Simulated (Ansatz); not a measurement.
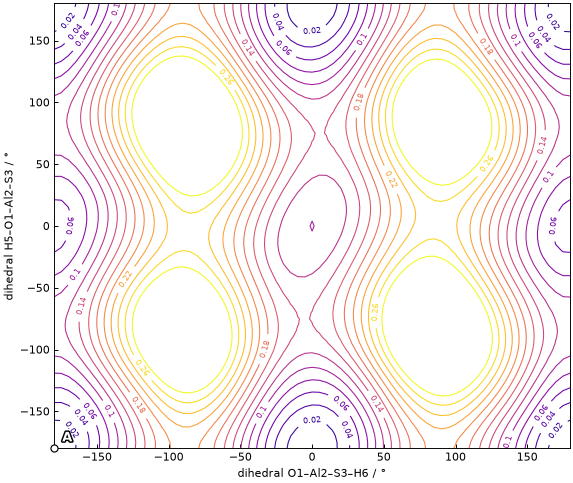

AlBrH2OS, SMILES [OH][Al]([SH])[Br]. First axis: dihedral O1–Al2–S3–H6. Second axis: dihedral H5–O1–Al2–S3. Nothing is relaxed (all other coordinates rigid). The grid has 9 × 9 points. Points are written as (first, second). Energies are in eV, from the relaxed molecule at the same level. The calculation used RKS wB97X-V/def2-SVP (Ansatz 0.2.0).

In the figure: contour lines labelled in eV (none above 0.28), the point A. Between grid points the surface is interpolated.

Question: What is the easiest way out of the well at A, and how high is the barrier?

Answer: The easiest path leads from the well at (−180°, −180°) to the well at about (−180°, 0°), about 0.046 eV higher. Its highest point lies about 0.11 eV above the bottom of the first well on the interpolated surface, at about (180°, −80°). Seen from the upper well the barrier is about 0.062 eV. The start is the relaxed structure and all else is held, so a fully relaxed path at this level can only be lower.

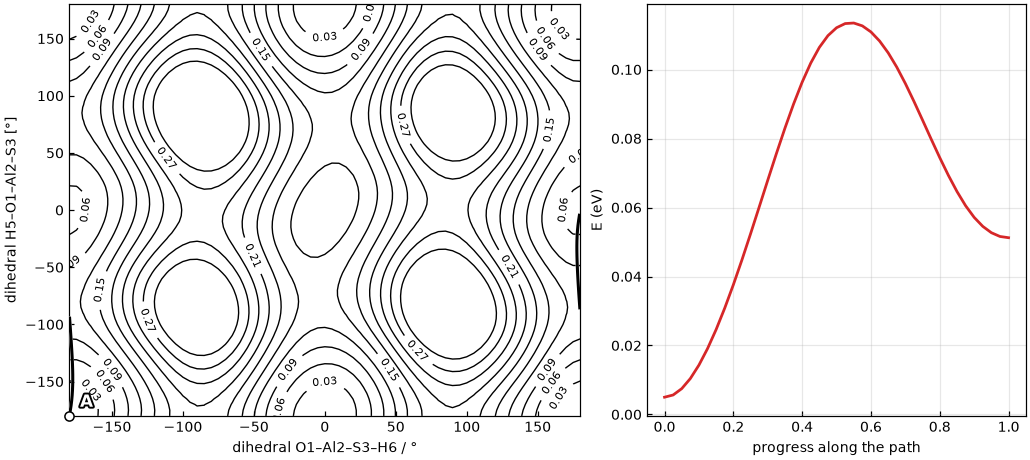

In the figure: contour lines labelled in eV (none above 0.3), a line along the lowest path, the energy along the path at the right. Between grid points the surface is interpolated.
